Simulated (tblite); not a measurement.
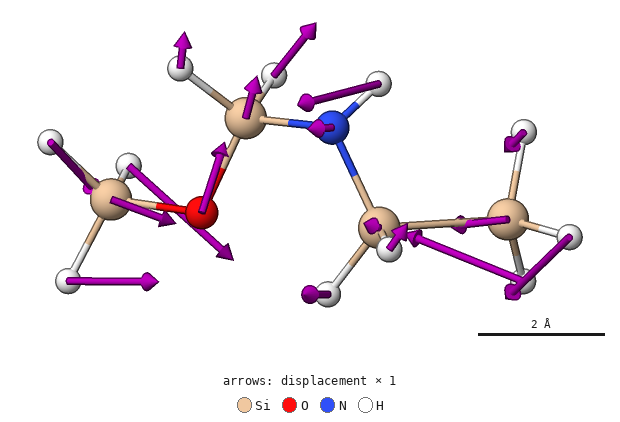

A relaxation of Si$_{4}$NH$_{11}$O. The starting structure is drawn; purple arrows show the displacements, at their true length. The two geometries are superimposed by the best rigid fit.

The picture is a ball-and-stick view, seen at a tilt.

All numbers below come from GFN2-xTB geometry optimisation, gas phase (tblite). 

### Describe the change and its energy.

The energy falls by 107.4 kJ/mol in 275 geometry steps. The largest moves after the best rigid fit, 2.27 Å, are those of H atoms. Largest moves by element: H 2.27 Å, O 1.28 Å, Si 1.20 Å, N 0.55 Å. Some distances before and after: Si–Si 2.840 → 3.163 Å, O–Si 1.725 → 1.616 Å, Si–Si 2.228 → 2.302 Å, N–Si 1.779 → 1.725 Å. Among the angles between lasting bonds that change: Si–O–Si 111.5° → 155.9°, Si–N–Si 115.3° → 129.7°, Si–Si–H 107.2° → 114.8°. Groups turn about O–Si by about 155°, O–Si by about 125°, Si–Si by about 55°. Cost: 4 s on 1 thread of Arm Neoverse N1 (shared host).
